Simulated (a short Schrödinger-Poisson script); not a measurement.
System: symmetric double-gate stack, SiO2 on p-type GaN, at 150 K.

```tsv
layer	material	thickness (nm)	Na (cm⁻³)
1	SiO2	2.7	-
2	GaN	20	3e16
3	SiO2	2.7	-
```

Constants are typed, rounded textbook-type inputs, not results; the design itself was drawn at random and stands for no fabricated device. SiO2: permittivity 3.9, conduction-band edge (eV) 3.2, gap (eV) 9, electron mass (mₑ) 0.5. GaN: permittivity 9.5, conduction-band edge (eV) 0, gap (eV) 3.43, Nv at 300 K (cm⁻³) 4.6e19.

Channel valleys (confinement mass, in-plane density-of-states mass, number): Γ 0.2, 0.2, 1. At the gates, both at one voltage, the conduction-band edge of layer 1 lies 3.48 eV − eVg above the Fermi level of the channel. Gaps are held at their typed values at every temperature. Mesh 0.03 nm at interfaces.

Solved with a short Schrödinger-Poisson script written for these runs: 1D Poisson equation in equilibrium, electrons quantum, Hartree (BenDaniel-Duke, 12 states a valley, the channel's in-plane mass for all, wave functions free to enter the dielectric), parabolic valleys, classical holes, full ionisation, no traps, pinning or gate leakage.

Only gate voltages with over 1e8 electrons/cm² are shown.

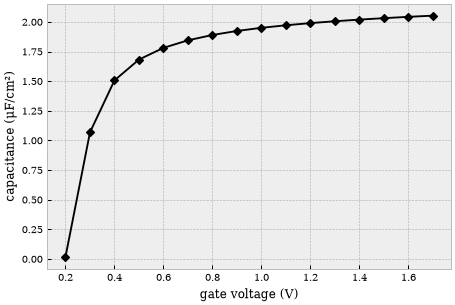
Figure. Quasi-static capacitance against gate voltage

| Vg (V) | electrons (cm⁻²) | C (μF/cm²) | Γ E0 (meV) | Γ E1 (meV) |
|---|---|---|---|---|
| 0.2 | 1.41e9 | 0.0179 | 90.7 | 103.3 |
| 0.3 | 2.88e11 | 1.07 | 21.9 | 31.9 |
| 0.4 | 1.12e12 | 1.51 | 4.0 | 9.4 |
| 0.5 | 2.12e12 | 1.68 | -6.1 | -3.2 |
| 0.6 | 3.20e12 | 1.78 | -14.3 | -12.7 |
| 0.7 | 4.33e12 | 1.84 | -21.8 | -20.9 |
| 0.8 | 5.50e12 | 1.89 | -29.0 | -28.4 |
| 0.9 | 6.69e12 | 1.92 | -36.0 | -35.6 |
| 1 | 7.90e12 | 1.95 | -42.9 | -42.7 |
| 1.1 | 9.12e12 | 1.97 | -49.7 | -49.6 |
| 1.2 | 1.04e13 | 1.99 | -56.5 | -56.4 |
| 1.3 | 1.16e13 | 2.01 | -63.3 | -63.3 |
| 1.4 | 1.29e13 | 2.02 | -70.1 | -70.1 |
| 1.5 | 1.41e13 | 2.03 | -76.9 | -76.9 |
| 1.6 | 1.54e13 | 2.04 | -83.7 | -83.7 |
| 1.7 | 1.67e13 | 2.05 | -90.5 | -90.4 |

Subbands count from the Fermi level. The capacitance is that of both gates.

In real p-type GaN the Mg acceptor is only partly ionised, and so wide a gap doesn't supply an inversion layer without source and drain.
